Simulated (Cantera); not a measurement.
A closed system holds: 1 mol CuF2, 0.048 mol O2, 290 mol N2, at 0.270 bar.

Cantera equilibrium calculation (NASA polynomials, part measured and part estimated; ideal gas, pure solids and liquids). Candidate condensed phases: Cu, CuF2, CuO, Cu2O; 22 gas species. Rates play no part.

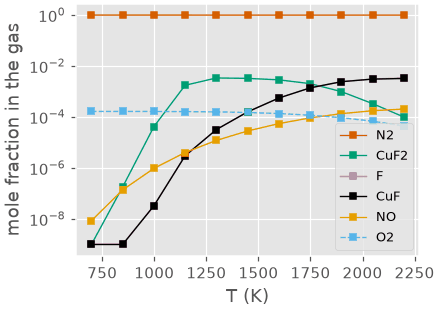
Figure: Equilibrium gas composition (values under 1e-9 drawn at 1e-9)

From 698 K to 998 K the condensed part is CuF2(s). At 1148 K the condensed part is CuF2(l). From 1298 K to 2198 K nothing is condensed.
